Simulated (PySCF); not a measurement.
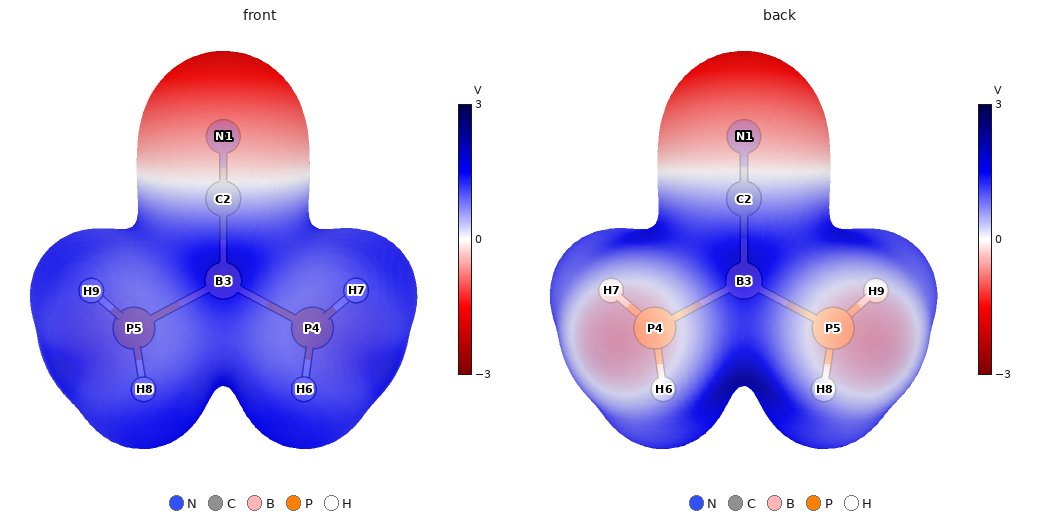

*CH₄BNP₂. The molecular electrostatic potential painted on the density surface at 0.004 e/bohr³, seen from the front and from behind; the colour scale runs from red (negative) to blue (positive).*

Geometry: GFN2-xTB.

Theory: PBE0/pcSseg-1, SCF density, gas phase, non-relativistic (PySCF 2.14.0).

```yaml
atoms:
  - { symbol: N, position_ang: [0.3392, 2.8365, 0.2611] }
  - { symbol: C, position_ang: [0.1663, 1.7240, 0.0251] }
  - { symbol: B, position_ang: [-0.0394, 0.2441, -0.2094] }
  - { symbol: P, position_ang: [1.3496, -0.7258, -1.0133] }
  - { symbol: P, position_ang: [-1.7786, -0.4419, -0.0603] }
  - { symbol: H, position_ang: [1.2745, -1.9255, -0.3271] }
  - { symbol: H, position_ang: [2.4395, -0.2291, -0.3234] }
  - { symbol: H, position_ang: [-1.5342, -1.6696, 0.5309] }
  - { symbol: H, position_ang: [-2.2033, 0.1933, 1.0913] }
```

Q: Where is the surface potential most negative and most positive?

A: The most negative region (about −1.9 V) lies over N1, the most positive (about +2.2 V) over B3, P4 and P5. N1 is the likeliest acceptor of a hydrogen bond.
